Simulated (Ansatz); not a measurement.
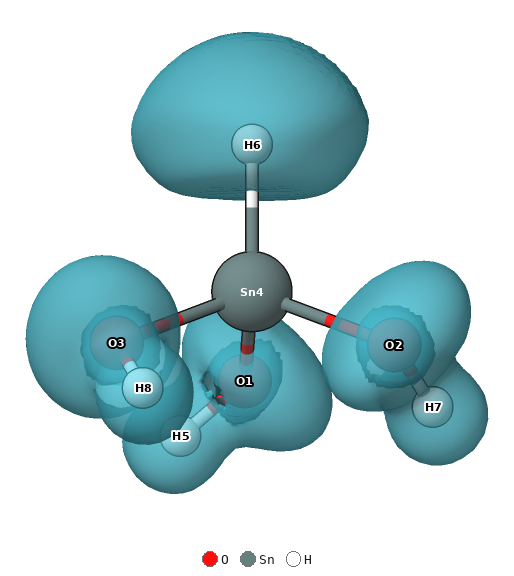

*H$_{4}$O$_{3}$Sn. Isosurface of the electron localisation function at 0.75 (cyan), seen from one side. Core shells and regions of very low density are left out.*

Geometry: PBE0-D4/def2-SVP; core potentials replace the inner electrons of Sn.

These are results of Ansatz 0.2.0, isolated molecule in a Gaussian basis; Kohn-Sham density functional theory, functional PBE0, not measurements.

```yaml
atoms:
  - { symbol: O, position_ang: [-0.4968, 1.2876, -1.2074] }
  - { symbol: O, position_ang: [1.7894, -0.4483, 0.1370] }
  - { symbol: O, position_ang: [-1.2549, -1.1614, 0.6573] }
  - { symbol: Sn, position_ang: [0.0077, 0.3453, 0.4549] }
  - { symbol: H, position_ang: [-1.2236, 0.8317, -1.6500] }
  - { symbol: H, position_ang: [-0.0035, 1.3760, 1.8041] }
  - { symbol: H, position_ang: [2.0786, -0.2842, -0.7693] }
  - { symbol: H, position_ang: [-0.8048, -2.0039, 0.5176] }
```

Question: Identify the bonds, lone pairs and shells in this picture.

Answer: The ELF exceeds this value in one region around a hydrogen nucleus and three joined regions spread over several atoms (H, O), in which their bonds and any lone pairs are merged. Profiles from the grid: Sn–O (1.98 Å): the ELF peaks at about 0.85 in the valence shell of O, 0.6 Å from its nucleus, and drops to about 0.15 between the two atoms. O–H (0.97 Å): the ELF climbs to about 1 towards the hydrogen, as it does in any bond to H; an ordinary covalent bond to hydrogen.
